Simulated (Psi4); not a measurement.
## Single-point calculation of C3H5Cl

The run: single-point calculation of C3H5Cl. Method and program: SVWN5/def2-SVP, RKS (Psi4 1.11).

The geometry comes from this level: PBE0-D4/def2-TZVP.

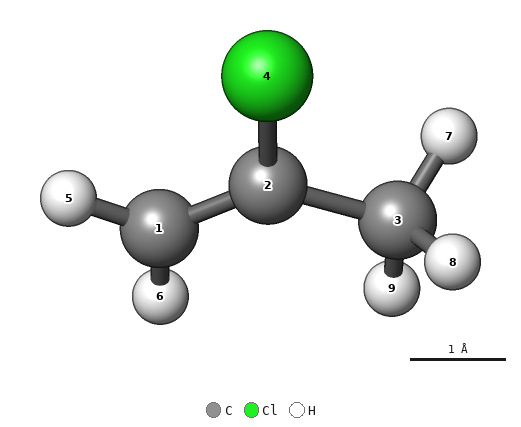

Figure 1. The structure as given in the input (ball-and-stick view, seen at a tilt; atoms are numbered from 1 in the order of the input). Bond lengths as drawn: C–C 1.32 to 1.49 Å, C–Cl 1.74 Å and C–H 1.08 to 1.09 Å.

**Input file (job.py)**
```python
import psi4

psi4.set_memory('2200 MB')
psi4.set_num_threads(1)
psi4.set_output_file('run.log', False)

with open('c3h5cl.xyz') as f:
    atoms = ''.join(f.readlines()[2:])
mol = psi4.geometry('0 1\n' + atoms + 'symmetry c1')

psi4.set_options({
    'basis': 'def2-SVP',
    'puream': True,
    'e_convergence': 1e-09,
    'd_convergence': 1e-08,
    'scf_type': 'pk',
    'dft_radial_points': 99,
    'dft_spherical_points': 590,
})

E, wfn = psi4.energy("scf", dft_functional={"name": "SVWN5", "x_functionals": {"LDA_X": {}}, "c_functionals": {"LDA_C_VWN": {}}}, molecule=mol, return_wfn=True)
psi4.oeprop(wfn, "MULLIKEN_CHARGES", "LOWDIN_CHARGES", "WIBERG_LOWDIN_INDICES", title="SCF")
print(f'scf energy: {E:.10f} Eh')
```

**File c3h5cl.xyz**
```
9
C3H5Cl
C     -0.231310     1.302260    -0.474160
C     -0.190530    -0.019610    -0.427330
C      0.323140    -0.847030     0.695450
Cl    -0.777200    -0.951810    -1.773520
H     -0.621600     1.834610    -1.330690
H      0.135450     1.878140     0.367040
H     -0.459760    -1.507750     1.076110
H      1.148070    -1.480680     0.360190
H      0.673750    -0.208140     1.506920
```

Run as:
```bash
python job.py
```

**Log**
```
h
    h
    h

    -----------------------------------------------------------------------

    Memory:     2.0 GiB
    Threads:    1
                ecpint, einsums, f̶o̶r̶t̶e̶, gauxc, gcp, g̶d̶m̶a̶, geometric, g̶p̶u̶_̶d̶f̶c̶c̶,
                i̶n̶t̶e̶g̶r̶a̶t̶o̶r̶x̶x̶, i̶p̶i̶, libefp, m̶d̶i̶, m̶p̶2̶d̶, m̶r̶c̶c̶, ooo,
                o̶p̶e̶n̶f̶e̶r̶m̶i̶o̶n̶p̶s̶i̶4̶, pcmsolver, p̶s̶i̶4̶f̶o̶c̶k̶c̶i̶, p̶s̶i̶x̶a̶s̶,
                p̶y̶e̶i̶n̶s̶u̶m̶s̶, r̶e̶s̶p̶, s̶i̶m̶i̶n̶t̶, s̶n̶s̶m̶p̶2̶,
                v̶2̶r̶d̶m̶_̶c̶a̶s̶s̶c̶f̶

   => Loading Basis Set <=

    Name: DEF2-SVP
    Role: ORBITAL
    Keyword: BASIS

         ---------------------------------------------------------
                                   SCF
                              RKS Reference
                        1 Threads,   2098 MiB Core
         ---------------------------------------------------------

  ==> Geometry <==

    Molecular point group: c1
    Full point group: C1

    Geometry (in Angstrom), charge = 0, multiplicity = 1:

       Center              X                  Y                   Z               Mass
    ------------   -----------------  -----------------  -----------------  -----------------
         C            0.130223473988     1.664538346662     0.348061313906    12.000000000000
         C            0.171003473988     0.342668346662     0.394891313906    12.000000000000
         C            0.684673473988    -0.484751653338     1.517671313906    12.000000000000
         CL          -0.415666526012    -0.589531653338    -0.951298686094    34.968852682000
         H           -0.260066526012     2.196888346662    -0.508468686094     1.007825032230
         H            0.496983473988     2.240418346662     1.189261313906     1.007825032230
         H           -0.098226526012    -1.145471653338     1.898331313906     1.007825032230
         H            1.509603473988    -1.118401653338     1.182411313906     1.007825032230
         H            1.035283473988     0.154138346662     2.329141313906     1.007825032230

  Running in c1 symmetry.

  Rotational constants: A =      0.31297  B =      0.16759  C =      0.11140 [cm^-1]
  Rotational constants: A =   9382.74045  B =   5024.18871  C =   3339.60089 [MHz]
  Nuclear repulsion =  149.772381424033114

  Charge       = 0
  Multiplicity = 1
  Electrons    = 40
  Nalpha       = 20
  Nbeta        = 20

  ==> Algorithm <==

  SCF Algorithm Type is PK.
  DIIS enabled.
  MOM disabled.
  Fractional occupation disabled.
  Guess Type is SAD.
  Energy threshold   = 1.00e-09
  Density threshold  = 1.00e-08
  Integral threshold = 1.00e-12

  ==> Primary Basis <==

  Basis Set: DEF2-SVP
    Blend: DEF2-SVP
    Number of shells: 41
    Number of basis functions: 85
    Number of Cartesian functions: 89
    Spherical Harmonics?: true
    Max angular momentum: 2

  ==> DFT Potential <==

   => LibXC <=

    Version 7.1.2

   => Composite Functional: SVWN5 <=

    Slater exchange
    Vosko, Wilk & Nusair (VWN5)

    Deriv               =              1
    GGA                 =          FALSE
    Meta                =          FALSE

    Exchange Hybrid     =          FALSE
    MP2 Hybrid          =          FALSE

   => Exchange Functionals <=

    1.0000         XC_LDA_X

   => Correlation Functionals <=

    1.0000     XC_LDA_C_VWN

   => LibXC Density Thresholds  <==

    XC_LDA_C_VWN:  1.00E-15
    XC_LDA_X:  1.00E-15

   => Molecular Quadrature <=

    Radial Scheme          =       TREUTLER
    Pruning Scheme         =           NONE
    Nuclear Scheme         =       TREUTLER

    Blocking Scheme        =         OCTREE
    BS radius alpha        =              1
    Pruning alpha          =              1
    Radial Points          =             99
    Spherical Points       =            590
    Total Points           =         492477
    Total Blocks           =           3532
    Max Points             =            256
    Max Functions          =             84
    Weights Tolerance      =       1.00E-15

  ==> Integral Setup <==

  Using in-core PK algorithm.
   Calculation information:
      Number of atoms:                   9
      Number of AO shells:              41
      Number of primitives:             79
      Number of atomic orbitals:        89
      Number of basis functions:        85

      Integral cutoff                 1.00e-12
      Number of threads:                 1

  Performing in-core PK
  Using 13362680 doubles for integral storage.
  We computed 352725 shell quartets total.
  Whereas there are 371091 unique shell quartets.

  ==> DiskJK: Disk-Based J/K Matrices <==

    J tasked:                  Yes
    K tasked:                   No
    wK tasked:                  No
    Memory [MiB]:             1318
    Schwarz Cutoff:          1E-12

  Cached 100.0% of DFT collocation blocks in 0.249 [GiB].

  Minimum eigenvalue in the overlap matrix is 2.2651526884E-03.
  Reciprocal condition number of the overlap matrix is 4.0380867878E-04.
    Using symmetric orthogonalization.

  ==> Pre-Iterations <==

  SCF Guess: Superposition of Atomic Densities via on-the-fly atomic UHF (no occupation information).

   -------------------------
    Irrep   Nso     Nmo
   -------------------------
     A         85      85
   -------------------------
    Total      85      85
   -------------------------

  ==> Iterations <==

                        Total Energy        Delta E     RMS |[F,P]|

   @RKS iter SAD:  -574.38618809129048   -5.74386e+02   0.00000e+00
   @RKS iter   1:  -574.12411225638743    2.62076e-01   1.17189e-02 DIIS/ADIIS
   @RKS iter   2:  -573.31109006644078    8.13022e-01   1.73271e-02 DIIS/ADIIS
   @RKS iter   3:  -574.67615192787309   -1.36506e+00   1.41430e-03 DIIS/ADIIS
   @RKS iter   4:  -574.67595939595856    1.92532e-04   1.34550e-03 DIIS/ADIIS
   @RKS iter   5:  -574.68280500783987   -6.84561e-03   5.48120e-04 DIIS/ADIIS
   @RKS iter   6:  -574.68389406863821   -1.08906e-03   1.40152e-04 DIIS/ADIIS
   @RKS iter   7:  -574.68396121065928   -6.71420e-05   3.23950e-05 DIIS
   @RKS iter   8:  -574.68396539360185   -4.18294e-06   6.27835e-06 DIIS
   @RKS iter   9:  -574.68396554450862   -1.50907e-07   8.54548e-07 DIIS
   @RKS iter  10:  -574.68396554812603   -3.61740e-09   1.27496e-07 DIIS
   @RKS iter  11:  -574.68396554819094   -6.49152e-11   2.33739e-08 DIIS
   @RKS iter  12:  -574.68396554819242   -1.47793e-12   7.79249e-09 DIIS
  Energy and wave function converged.

  ==> Post-Iterations <==

   Electrons on quadrature grid:
      Ntotal   =   40.0000006510 ; deviation = 6.510e-07

    Orbital Energies [Eh]
    ---------------------

    Doubly Occupied:

       1A   -100.267519     2A     -9.844599     3A     -9.794666
       4A     -9.783638     5A     -9.131691     6A     -6.998488
       7A     -6.987317     8A     -6.986474     9A     -0.797471
      10A     -0.684186    11A     -0.627665    12A     -0.484927
      13A     -0.430952    14A     -0.407083    15A     -0.392023
      16A     -0.347209    17A     -0.332609    18A     -0.303744
      19A     -0.263982    20A     -0.223220

    Virtual:

      21A     -0.033036    22A      0.017050    23A      0.045678
      24A      0.080787    25A      0.108813    26A      0.109725
      27A      0.121753    28A      0.199778    29A      0.288201
      30A      0.346870    31A      0.358892    32A      0.384488
      33A      0.390119    34A      0.445116    35A      0.480249
      36A      0.487734    37A      0.523237    38A      0.561206
      39A      0.587116    40A      0.602550    41A      0.615424
      42A      0.615797    43A      0.624373    44A      0.641177
      45A      0.696975    46A      0.714576    47A      0.729049
      48A      0.731819    49A      0.759712    50A      0.841268
      51A      0.878921    52A      0.883558    53A      1.013688
      54A      1.088786    55A      1.136504    56A      1.144360
      57A      1.252782    58A      1.398621    59A      1.406154
      60A      1.458891    61A      1.551201    62A      1.557893
      63A      1.599476    64A      1.655511    65A      1.699123
      66A      1.714005    67A      1.743761    68A      1.780375
      69A      1.866802    70A      1.894820    71A      2.002357
      72A      2.047999    73A      2.193276    74A      2.199863
      75A      2.217338    76A      2.261282    77A      2.427804
      78A      2.469057    79A      2.524187    80A      2.662154
      81A      2.703773    82A      2.834472    83A      2.836945
      84A      2.931425    85A      3.085862

    Final Occupation by Irrep:
              A
    DOCC [    20 ]
    NA   [    20 ]
    NB   [    20 ]

  @RKS Final Energy:  -574.68396554819242

   => Energetics <=

    Nuclear Repulsion Energy =            149.7723814240331137
    One-Electron Energy =               -1088.9890963280258802
    Two-Electron Energy =                 408.2421127217280059
    DFT Exchange-Correlation Energy =     -43.7093633659275724
    Empirical Dispersion Energy =           0.0000000000000000
    VV10 Nonlocal Energy =                  0.0000000000000000
    Total Energy =                       -574.6839655481924183

Computation Completed

Properties will be evaluated at   0.000000,   0.000000,   0.000000 [a0]

Properties computed using the SCF density matrix

 Multipole Moments:

 ------------------------------------------------------------------------------------
     Multipole            Electronic (a.u.)      Nuclear  (a.u.)        Total (a.u.)
 ------------------------------------------------------------------------------------

 L = 1.  Multiply by 2.5417464519 to convert [e a0] to [Debye]
 Dipole X            :         -2.6811698            2.8962868            0.2151170
 Dipole Y            :         -2.6221743            2.7217043            0.0995299
 Dipole Z            :         -6.0957192            6.5806737            0.4849545
 Magnitude           :                                                    0.5397800

 ------------------------------------------------------------------------------------

	total time  =          7 seconds =       0.12 minutes

Properties will be evaluated at   0.000000,   0.000000,   0.000000 [a0]

Properties computed using the SCF density matrix

  Mulliken Charges: (a.u.)
   Center  Symbol    Alpha    Beta     Spin     Total
       1     C     3.02831  3.02831  0.00000 -0.05663
       2     C     3.08018  3.08018  0.00000 -0.16037
       3     C     3.01999  3.01999  0.00000 -0.03999
       4    CL     8.53871  8.53871  0.00000 -0.07742
       5     H     0.47117  0.47117  0.00000  0.05766
       6     H     0.47452  0.47452  0.00000  0.05097
       7     H     0.45850  0.45850  0.00000  0.08300
       8     H     0.45846  0.45846  0.00000  0.08309
       9     H     0.47015  0.47015  0.00000  0.05969

   Total alpha = 20.00000, Total beta = 20.00000, Total charge =  0.00000

  Lowdin Charges: (a.u.)
   Center  Symbol    Alpha    Beta     Spin     Total
       1     C     3.06022  3.06022  0.00000 -0.12043
       2     C     3.06500  3.06500  0.00000 -0.13000
       3     C     3.05565  3.05565  0.00000 -0.11131
       4    CL     8.44245  8.44245  0.00000  0.11511
       5     H     0.47949  0.47949  0.00000  0.04102
       6     H     0.47864  0.47864  0.00000  0.04272
       7     H     0.47210  0.47210  0.00000  0.05581
       8     H     0.47207  0.47207  0.00000  0.05586
       9     H     0.47439  0.47439  0.00000  0.05122

  Total alpha = 20.00000, Total beta = 20.00000, Total charge = -0.00000

  Wiberg Bond Indices using Orthogonal Lowdin Orbitals:

  Irrep: 1 Size: 9 x 9

                 1                   2                   3                   4                   5

    1     0.00000000000000     1.94222241866152     0.09223200555754     0.15765132087694     0.94974223033779
    2     1.94222241866152     0.00000000000000     1.10017239177452     1.23869550168502     0.07616735572320
    3     0.09223200555754     1.10017239177452     0.00000000000000     0.07741540599762     0.01522688513174
    4     0.15765132087694     1.23869550168502     0.07741540599762     0.00000000000000     0.02125273083993
    5     0.94974223033779     0.07616735572320     0.01522688513174     0.02125273083993     0.00000000000000
    6     0.94222858552295     0.07573328188108     0.00905197951004     0.02816212961739     0.03138837761681
    7     0.02898447271071     0.04672182595495     0.93669705244083     0.01198489512598     0.00125217050757
    8     0.02904372834174     0.04672044583178     0.93665509602448     0.01191885931165     0.00125104302922
    9     0.00929858428002     0.04679317543345     0.94120823274166     0.02171812622025     0.00123763659775

                 6                   7                   8                   9

    1     0.94222858552295     0.02898447271071     0.02904372834174     0.00929858428002
    2     0.07573328188108     0.04672182595495     0.04672044583178     0.04679317543345
    3     0.00905197951004     0.93669705244083     0.93665509602448     0.94120823274166
    4     0.02816212961739     0.01198489512598     0.01191885931165     0.02171812622025
    5     0.03138837761681     0.00125217050757     0.00125104302922     0.00123763659775
    6     0.00000000000000     0.00095813182635     0.00095688483420     0.00427950558330
    7     0.00095813182635     0.00000000000000     0.03370279643881     0.03320128696373
    8     0.00095688483420     0.03370279643881     0.00000000000000     0.03320269505529
    9     0.00427950558330     0.03320128696373     0.03320269505529     0.00000000000000

  Atomic Valences:

 #  #
 Irrep: 1
      1:    4.151403346289195
      2:    4.573226396945525
      3:    4.108659049178418
      4:    1.568798969674775
      5:    1.097518429784012
      6:    1.092758876392121
      7:    1.093502631968924
      8:    1.093451548867174
      9:    1.090939242875444
```

**Standard output**
```
scf energy: -574.6839655482 Eh
```

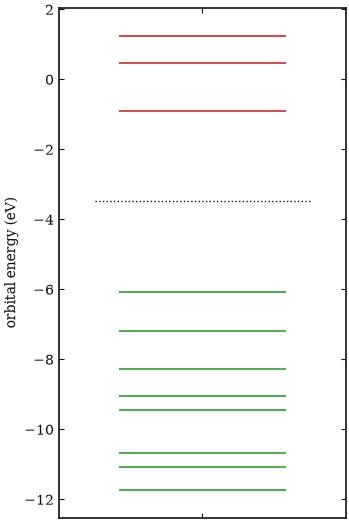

Figure 2. Orbital energies near the frontier; the dotted line parts filled from empty levels, and levels within 0.02 eV of each other stand side by side. Highest filled −6.07 eV, lowest empty −0.90 eV, 5.17 eV apart.

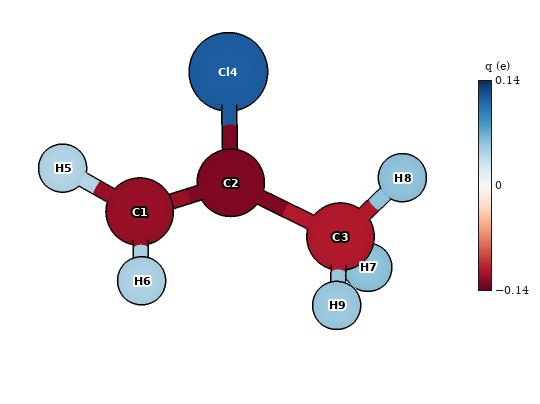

Figure 3. Löwdin charges, as the colour of each atom (ball-and-stick view, seen at a tilt; atoms are numbered from 1 in the order of the input). By element: C −0.13 to −0.11, Cl +0.12 and H +0.04 to +0.06 e.

**Results in brief**

```csv
quantity,value
outcome,converged
total energy,−574.683966 hartree
basis functions,85
HOMO,−6.07 eV
LUMO,−0.90 eV
dipole moment,1.37 D
hardware,"1 thread of Intel Xeon (Granite Rapids), 32 GiB of memory available, shared host"
wall time,7.8 s
peak memory,0.59 GiB
```
